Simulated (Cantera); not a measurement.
A closed system holds: 1 mol NiS, 410 mol H2, 2.5 mol N2, held at 1.60 bar.

These are equilibrium values from Cantera (NASA tables, ideal gas, pure condensed phases), not measurements of a reactor. Candidate condensed phases: Ni, NiS, NiS2, Ni3S2, Ni3S4, S; 17 gas species. Equilibrium is a limit: real reactors are often held back by kinetics, nucleation or transport.

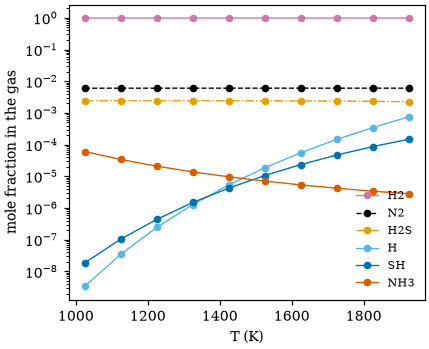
*Equilibrium gas composition (values under 1e-9 drawn at 1e-9)*

Q: Read off the mole fractions at 1625 K.

A: H2 about 0.99, N2 about 0.0061, H2S about 0.0024, H about 5.6e-5, SH about 2.3e-5, NH3 about 5.4e-6.
